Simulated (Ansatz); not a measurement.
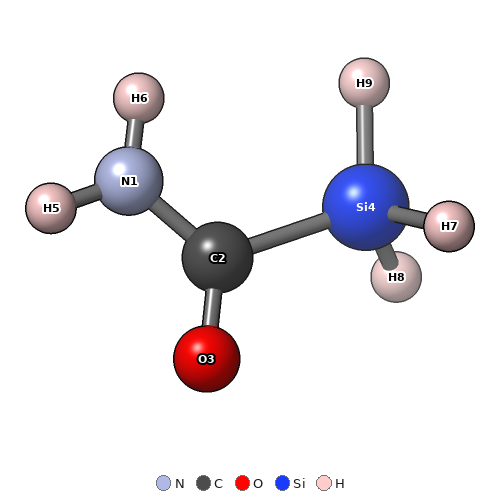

The system is CH₅NOSi, SMILES NC(=O)[SiH3]; the picture shows the reference structure. 
- The first coordinate is: umbrella angle at N1 (between each of its bonds and their common axis; 90 is planar); the second: change of the bonds N1–C2, N1–H5, N1–H6, all alike.
- Nothing is relaxed (all other coordinates rigid).
- The grid has 11 × 11 points.
- Points are written as (first, second).
- All energies are given in kcal/mol relative to the lowest grid point.
- The calculation used RHF-MP2, frozen core/def2-TZVP in Ansatz.

Its coordinates:

```yaml
atoms:
  - { symbol: N, position_ang: [0.4824, 1.3615, -0.6014] }
  - { symbol: C, position_ang: [0.5767, 0.0071, -0.5085] }
  - { symbol: O, position_ang: [1.3956, -0.6430, -1.1531] }
  - { symbol: Si, position_ang: [-0.6041, -0.9414, 0.6674] }
  - { symbol: H, position_ang: [1.1089, 1.8524, -1.2239] }
  - { symbol: H, position_ang: [-0.1924, 1.8815, -0.0683] }
  - { symbol: H, position_ang: [-1.3802, -1.8916, -0.1496] }
  - { symbol: H, position_ang: [0.2263, -1.6582, 1.6520] }
  - { symbol: H, position_ang: [-1.5247, -0.0145, 1.3682] }
```

Range: umbrella angle at N1 (between each of its bonds and their common axis; 90 is planar) from 66.0 to 114.0°; change of the bonds N1–C2, N1–H5, N1–H6, all alike from −0.124 to 0.191 Å.

Q: What landscape does the calculation give?

A: The lowest grid point is at (90.0°, 0.002 Å). It is the only kind of minimum in the scanned range. The highest grid point, (114.0°, −0.124 Å), lies 49.4 kcal/mol above the lowest. Round the minimum the two coordinates are nearly uncoupled.

```tsv
second ↓, first →	66.0	70.8	75.6	80.4	85.2	90.0	94.8	99.6	104.4	109.2	114.0
0.191	33.9	34.2	35.6	37.2	38.5	39.0	38.5	37.2	35.6	34.2	33.9
0.160	25.9	25.5	26.4	27.6	28.6	29.0	28.6	27.6	26.4	25.5	25.9
0.128	18.6	17.7	17.9	18.7	19.5	19.8	19.5	18.7	17.9	17.7	18.6
0.097	13.0	11.3	11.0	11.4	11.9	12.1	11.9	11.4	11.0	11.3	13.0
0.065	8.9	6.4	5.5	5.5	5.7	5.8	5.7	5.5	5.5	6.4	8.9
0.034	6.9	3.8	2.3	1.7	1.7	1.7	1.7	1.7	2.3	3.8	6.9
0.002	7.6	3.6	1.5	0.5	0.1	0.0	0.1	0.5	1.5	3.6	7.6
−0.029	11.3	6.5	3.7	2.2	1.6	1.4	1.6	2.2	3.7	6.5	11.3
−0.061	19.1	13.4	9.9	7.9	6.9	6.7	6.9	7.9	9.9	13.4	19.1
−0.092	31.2	24.6	20.4	17.9	16.6	16.2	16.6	17.9	20.4	24.6	31.2
−0.124	49.4	41.8	36.9	33.9	32.2	31.7	32.2	33.9	36.9	41.8	49.4
```

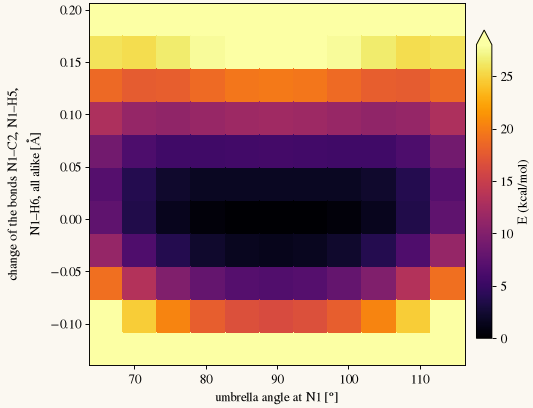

The picture shows one coloured cell a grid point, one colour for all values above the top of the scale.

The whole map (121 points run) took 35 min on 1 thread of Arm Neoverse N1, with other jobs on the host.
